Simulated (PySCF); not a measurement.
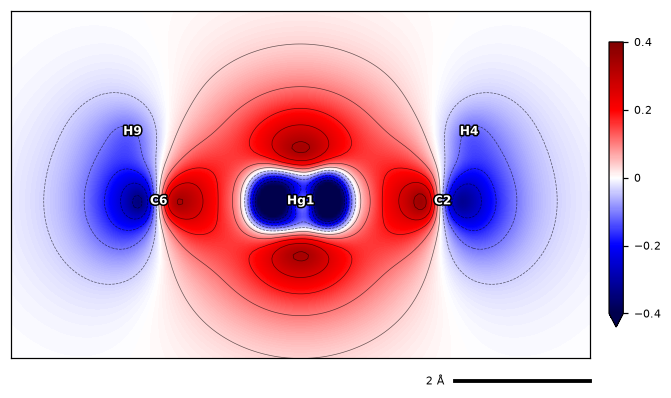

*C2H6Hg (Hg(CH3)2). The HOMO−1 on the plane of atoms Hg1, C6 and H9 (values in Å⁻³ᐟ²; the overall sign is arbitrary).*

Core potentials replace the inner electrons of Hg.

The calculation used RKS PBE0, Hg def2-SVP with ECP60, C def2-SVP, H def2-SVP; non-relativistic Hamiltonian with scalar-relativistic core potentials where named; density fitting (PySCF).

```json
{"atom": "Hg", "x (Å)": "0.0000", "y (Å)": "0.0000", "z (Å)": "0.7394"}
{"atom": "C", "x (Å)": "2.1043", "y (Å)": "0.0000", "z (Å)": "0.7374"}
{"atom": "H", "x (Å)": "2.4942", "y (Å)": "0.0000", "z (Å)": "-0.2923"}
{"atom": "H", "x (Å)": "2.4948", "y (Å)": "0.8916", "z (Å)": "1.2520"}
{"atom": "H", "x (Å)": "2.4948", "y (Å)": "-0.8916", "z (Å)": "1.2520"}
{"atom": "C", "x (Å)": "-2.1043", "y (Å)": "0.0000", "z (Å)": "0.7374"}
{"atom": "H", "x (Å)": "-2.4942", "y (Å)": "0.0000", "z (Å)": "-0.2923"}
{"atom": "H", "x (Å)": "-2.4948", "y (Å)": "-0.8916", "z (Å)": "1.2520"}
{"atom": "H", "x (Å)": "-2.4948", "y (Å)": "0.8916", "z (Å)": "1.2520"}
```

Describe this orbital and give its energy.

By Hirshfeld shares it lies mainly on Hg1 (about 70 %), C2 (about 10 %) and C6 (about 10 %). Its energy is −9.27 eV.
